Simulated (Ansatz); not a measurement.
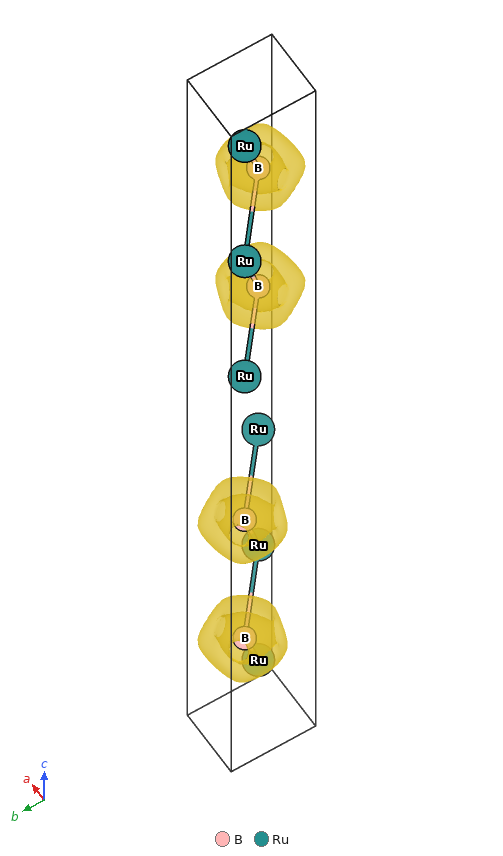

The picture shows: B2Ru3. Isosurface of the ELF at 0.55 (yellow), seen at an oblique angle. Only the valence region is drawn (cores and ρ < 0.01 e/Å³ removed). Sticks mark near contacts.

Space group P6₃/mmc; a generated structure, not necessarily the stable one; computed without spin polarisation.

Method: DFT PBE, scalar-relativistic, plane waves, PAW (Ansatz).

> Identify the bonds, lone pairs and shells in this picture.

At this value the surface marks out four regions wrapped around B (the valence shell of each), counted in one cell of 10 atoms. Any copies at cell faces, edges or corners count once. Along the contacts the grid gives the following. B–Ru (2.14 Å): the ELF peaks at about 0.70 in the valence shell of B, 0.7 Å from its nucleus, and is about 0.40 at the midpoint. B–Ru (2.20 Å): the ELF peaks at about 0.70 in the valence shell of B, 0.7 Å from its nucleus, and is about 0.35 at the midpoint.
